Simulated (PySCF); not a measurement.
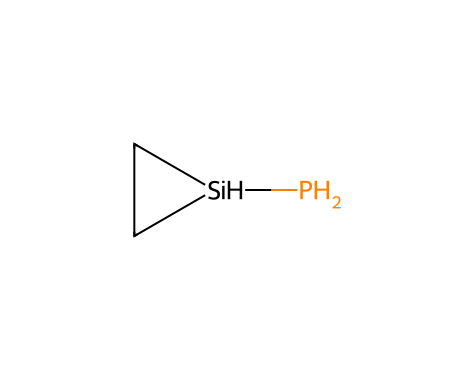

Structural formula above. Computed geometry: PBE0-D3(BJ)/def2-SVP optimisation. No frequency run is at hand to confirm it as a minimum.

Describe the 3D structure.

The molecule is C2H7PSi. As SMILES it reads `P[SiH]1CC1`. Independent rings (smallest set): 1 of 3 members. Among its groups: Si–H bond. This geometry has Cs symmetry. Coordination, clear cases only: 1 P trigonal pyramidal.

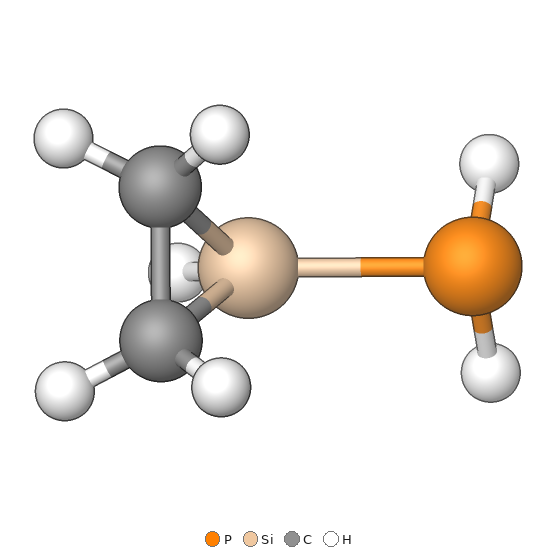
